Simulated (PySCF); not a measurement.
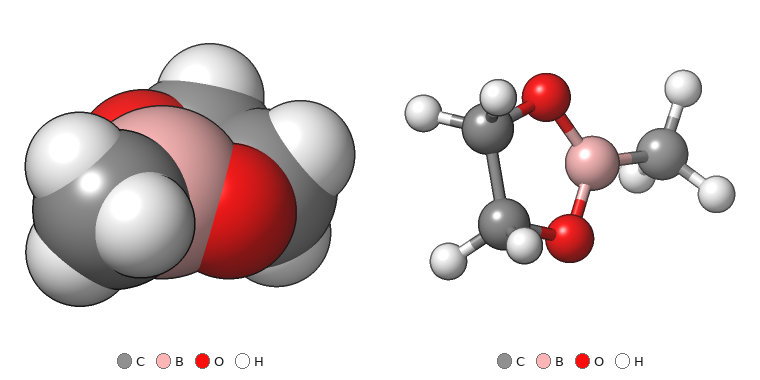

Both panels show the same species.

**Count the atoms of each element.**

C3H7BO2, 13 atoms: 3 carbon, 7 hydrogen, 1 boron and 2 oxygen.

**How many bonds of each kind are drawn?**

7 C–H, 2 B–O, 2 C–O, 1 C–B, 1 C–C.

**Does it have rings?**

Independent rings (smallest set): 1 of 5 members.

**What is its SMILES?**

CB1OCCO1

More results for the same structure follow; atom numbers are the same in all pictures, views and colours differ. The geometry was computed by an optimisation with PBE0-D3(BJ)/def2-SVP. No frequency run is at hand to confirm it as a minimum.

Levels of theory compared

No frequency run is at hand to confirm it as a minimum. Program: PySCF 2.14.0.

Tabulate HOMO–LUMO gap (eV), dipole (D) at these levels: B97-2/pcSseg-1; BHandHLYP/pcSseg-1; CAM-B3LYP/pcSseg-1; LC-wPBE/pcSseg-1; PBE0/6-31G; PBE0/STO-3G; PBE0/pcSseg-1; WP04/pcSseg-1; mPW1PW91/pcSseg-1; ωB97X-D/pcSseg-1.

| level | HOMO–LUMO gap (eV) | dipole (D) |
| --- | --- | --- |
| B97-2/pcSseg-1 | 8.99 | 1.83 |
| BHandHLYP/pcSseg-1 | 11.42 | 1.93 |
| CAM-B3LYP/pcSseg-1 | 11.53 | 1.93 |
| LC-wPBE/pcSseg-1 | 14.25 | 1.98 |
| PBE0/6-31G | 9.41 | 2.04 |
| PBE0/STO-3G | 9.67 | 1.69 |
| PBE0/pcSseg-1 | 9.25 | 1.85 |
| WP04/pcSseg-1 | 8.56 | 1.89 |
| mPW1PW91/pcSseg-1 | 9.29 | 1.86 |
| ωB97X-D/pcSseg-1 | 13.07 | 1.93 |

NMR shielding

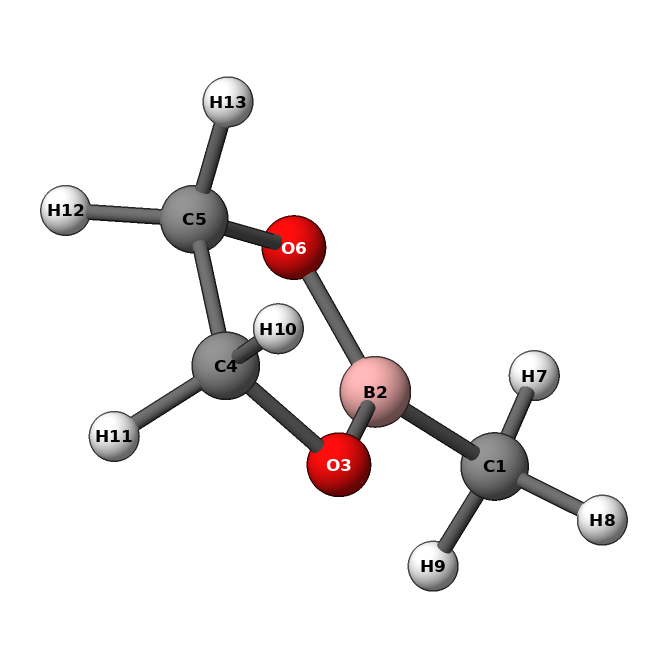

The questions are on isotropic NMR shieldings of the C atoms. No frequency run is at hand to confirm it as a minimum. Method: GIAO PBE0/pcSseg-1 NMR shielding, non-relativistic, gas phase (PySCF 2.14.0).

Give the isotropic NMR shieldings of the C atoms atom by atom.

| atom | σ (ppm) |
| --- | --- |
| C1 | 190.8 |
| C4 | 116.5 |
| C5 | 116.7 |

Ring current

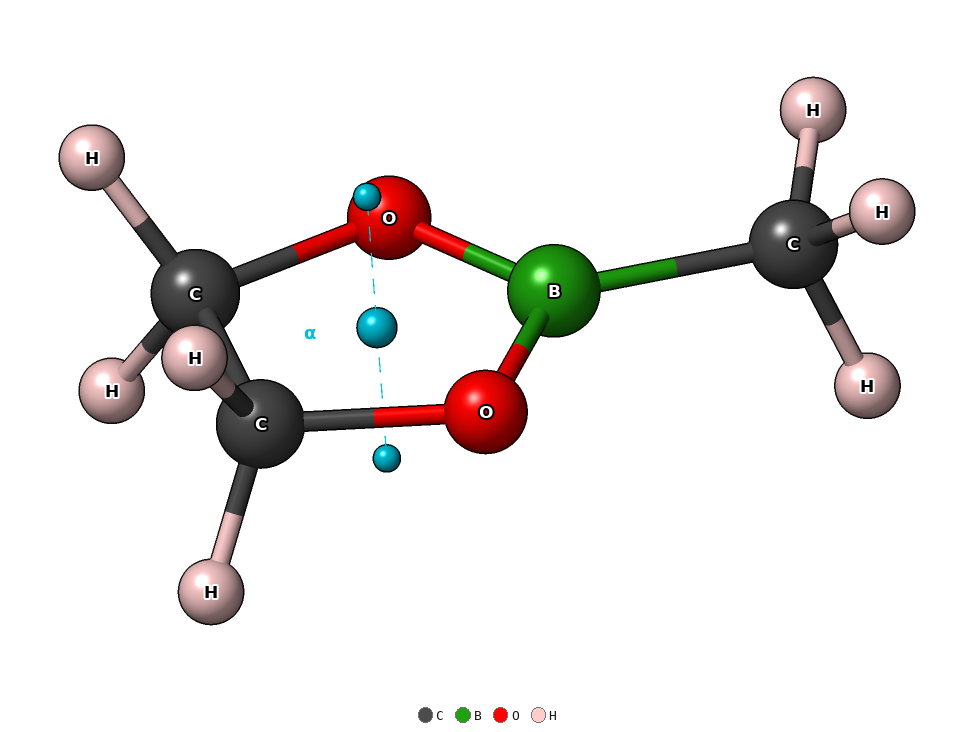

The small points mark where nucleus-independent chemical shifts (NICS) were computed: at the centre of each lettered ring and 1 Å above and below it. No frequency run is at hand to confirm it as a minimum. Method: GIAO B97-2/pcSseg-1 NMR shielding, non-relativistic, gas phase (PySCF 2.14.0).

Give NICS(0), NICS(1) and the out-of-plane component NICS(1)zz for each ring (means of the two sides).

```tsv
ring	members	NICS(0)	NICS(1)	NICS(1)zz
α	C2BO2	−5.5	−2.4	−5.0
```

Values in ppm.

**What do the values say about the ring currents?**

Ring α: weak, as in a non-aromatic ring. NICS is one index among several.

Charges

The questions are on IAO charges. No frequency run is at hand to confirm it as a minimum. Properties computed with PBE0/STO-3G, gas phase (PySCF 2.14.0).

**Which atom carries the highest charge (most positive or least negative)?**

B2 (0.35 e).

**And the lowest?**

C1 (−0.54 e).

List the IAO charges.

```
atom  value (e)
  C1      −0.54
  B2       0.35
  O3      −0.25
  C4      −0.14
  C5      −0.14
  O6      −0.25
  H7       0.14
  H8       0.14
  H9       0.14
 H10       0.14
 H11       0.14
 H12       0.14
 H13       0.14
```
